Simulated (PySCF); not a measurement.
Molecule: SMILES C[Si](C)([SiH2]N)C. Atoms near the plane z = 0.0 Å, at the GFN2-xTB optimised geometry (x, y, z in Å): C1 (1.6, 0.3, 0.0), Si2 (-0.3, 0.3, 0.0), C4 (-0.9, 2.1, 0.0), H7 (2.0, -0.7, 0.0), H8 (2.0, 0.7, -0.9), H9 (2.0, 0.8, 0.9), H13 (-0.6, 2.6, -0.9), H14 (-0.5, 2.6, 0.8), H15 (-2.0, 2.2, 0.1), H19 (-2.0, -2.6, -0.5).

Calculation: CAM-B3LYP/def2-SVP run with PySCF. Cells within 0.4 Å of a nucleus heavier than hydrogen are left out (blank, or x). The values are rescaled to run from 0 to 1.

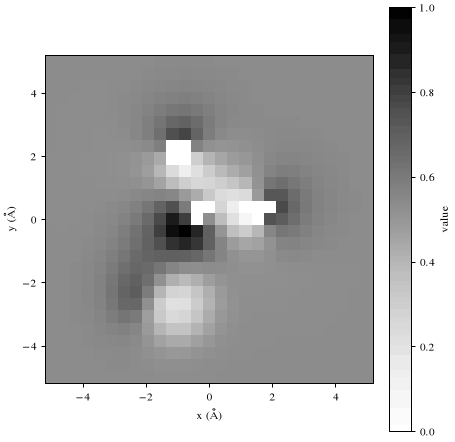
Figure. a field on the plane z = 0.0 Å.

Question: Which quantity is mapped?
A. electrostatic potential
B. electron localisation function
C. Laplacian of the electron density
D. an orbital amplitude

Answer: D, an orbital amplitude. In full: HOMO amplitude (bohr^(-3/2)).
